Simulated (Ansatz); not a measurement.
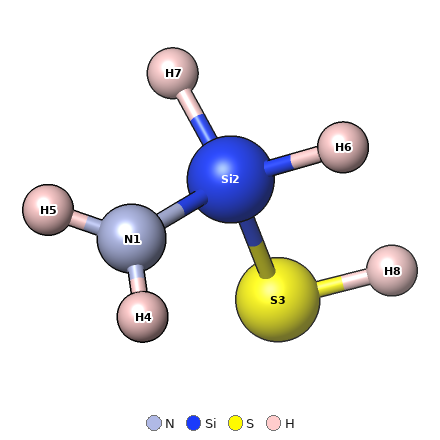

The system is H₅NSSi, SMILES N[SiH2]S; the picture shows the reference structure. 
- Coordinates scanned: (1) umbrella angle at N1 (between each of its bonds and their common axis; 90 is planar); (2) change of the bonds N1–Si2, N1–H4, N1–H5, all alike.
- Nothing is relaxed (all other coordinates rigid).
- The scan uses a 15 × 15 grid.
- Points are written as (first, second).
- Energies: kcal/mol, counted from the lowest grid point.
- These are results of RKS SPW92 (LDA)/def2-TZVP in Ansatz 0.2.0, not measurements.

Its coordinates:

```yaml
atoms:
  - { symbol: N, position_ang: [-0.9417, 0.7124, -0.7570] }
  - { symbol: Si, position_ang: [0.3663, 0.2084, 0.2020] }
  - { symbol: S, position_ang: [0.6161, -1.9151, 0.1079] }
  - { symbol: H, position_ang: [-1.8737, 0.3127, -0.6858] }
  - { symbol: H, position_ang: [-0.7982, 1.2460, -1.6092] }
  - { symbol: H, position_ang: [0.2045, 0.5135, 1.6583] }
  - { symbol: H, position_ang: [1.5442, 0.9454, -0.3487] }
  - { symbol: H, position_ang: [0.8825, -2.0233, 1.4325] }
```

Range: umbrella angle at N1 (between each of its bonds and their common axis; 90 is planar) from 66.0 to 114.0°; change of the bonds N1–Si2, N1–H4, N1–H5, all alike from −0.137 to 0.211 Å.

Q: Predict the map.

A: The lowest grid point is at (96.9°, 0.012 Å). The highest grid point, (66.0°, −0.137 Å), lies 47.3 kcal/mol above the lowest.

| second ↓, first → | 66.0 | 69.4 | 72.9 | 76.3 | 79.7 | 83.1 | 86.6 | 90.0 | 93.4 | 96.9 | 100.3 | 103.7 | 107.1 | 110.6 | 114.0 |
| --- | --- | --- | --- | --- | --- | --- | --- | --- | --- | --- | --- | --- | --- | --- | --- |
| 0.211 | 35.2 | 35.8 | 37.0 | 38.2 | 39.5 | 40.5 | 41.2 | 41.4 | 41.1 | 40.2 | 39.0 | 37.7 | 36.3 | 35.0 | 34.3 |
| 0.187 | 29.1 | 29.4 | 30.3 | 31.3 | 32.4 | 33.2 | 33.8 | 33.9 | 33.6 | 32.9 | 31.9 | 30.7 | 29.6 | 28.6 | 28.2 |
| 0.162 | 23.2 | 23.3 | 23.8 | 24.6 | 25.4 | 26.1 | 26.6 | 26.7 | 26.4 | 25.8 | 24.9 | 23.9 | 23.0 | 22.4 | 22.2 |
| 0.137 | 17.9 | 17.6 | 17.9 | 18.4 | 19.0 | 19.6 | 19.9 | 20.0 | 19.7 | 19.2 | 18.5 | 17.8 | 17.1 | 16.8 | 16.9 |
| 0.112 | 13.3 | 12.8 | 12.7 | 12.9 | 13.3 | 13.7 | 14.0 | 14.0 | 13.8 | 13.4 | 12.8 | 12.3 | 11.9 | 11.8 | 12.3 |
| 0.087 | 9.6 | 8.7 | 8.3 | 8.3 | 8.5 | 8.7 | 8.8 | 8.8 | 8.7 | 8.3 | 8.0 | 7.6 | 7.5 | 7.8 | 8.6 |
| 0.062 | 6.9 | 5.6 | 4.9 | 4.7 | 4.6 | 4.7 | 4.7 | 4.7 | 4.5 | 4.3 | 4.1 | 4.0 | 4.1 | 4.7 | 5.9 |
| 0.037 | 5.3 | 3.7 | 2.7 | 2.2 | 2.0 | 1.9 | 1.8 | 1.7 | 1.6 | 1.5 | 1.4 | 1.5 | 1.9 | 2.8 | 4.3 |
| 0.012 | 5.2 | 3.2 | 1.9 | 1.1 | 0.7 | 0.4 | 0.2 | 0.1 | 0.0 | 0.0 | 0.1 | 0.4 | 1.0 | 2.2 | 4.1 |
| −0.012 | 6.5 | 4.2 | 2.6 | 1.5 | 0.9 | 0.5 | 0.2 | 0.1 | 0.0 | 0.1 | 0.3 | 0.8 | 1.7 | 3.2 | 5.4 |
| −0.037 | 9.7 | 7.0 | 5.1 | 3.8 | 2.9 | 2.4 | 2.0 | 1.8 | 1.8 | 2.0 | 2.4 | 3.1 | 4.2 | 6.1 | 8.6 |
| −0.062 | 15.0 | 12.0 | 9.7 | 8.2 | 7.1 | 6.4 | 5.9 | 5.7 | 5.7 | 6.0 | 6.5 | 7.4 | 8.9 | 11.0 | 13.9 |
| −0.087 | 22.8 | 19.4 | 16.8 | 15.0 | 13.7 | 12.8 | 12.3 | 12.1 | 12.1 | 12.4 | 13.1 | 14.3 | 16.0 | 18.4 | 21.7 |
| −0.112 | 33.4 | 29.7 | 26.8 | 24.7 | 23.2 | 22.2 | 21.5 | 21.2 | 21.3 | 21.8 | 22.6 | 24.0 | 25.9 | 28.7 | 32.4 |
| −0.137 | 47.3 | 43.2 | 40.0 | 37.7 | 35.9 | 34.8 | 34.0 | 33.7 | 33.8 | 34.4 | 35.4 | 36.9 | 39.1 | 42.3 | 46.3 |

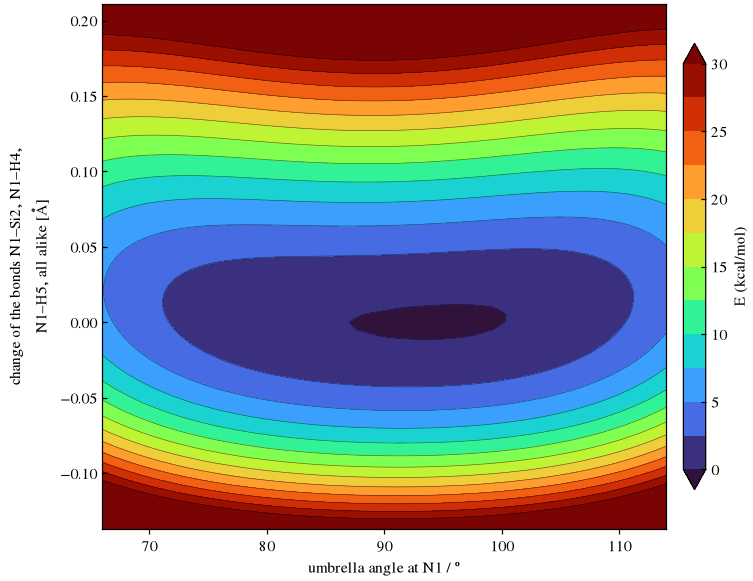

The picture shows filled contours, one colour for all values above the top of the scale. Between grid points the surface is interpolated.

Each point was launched as `ansatz run input.yaml --threads 1 --pin off --max-ram 2560MiB --backend cpu --events-out ev --progress --plain --runs-dir out`. The whole map (225 points run) took 8.7 min on 1 thread of Arm Neoverse V1, on a shared host.
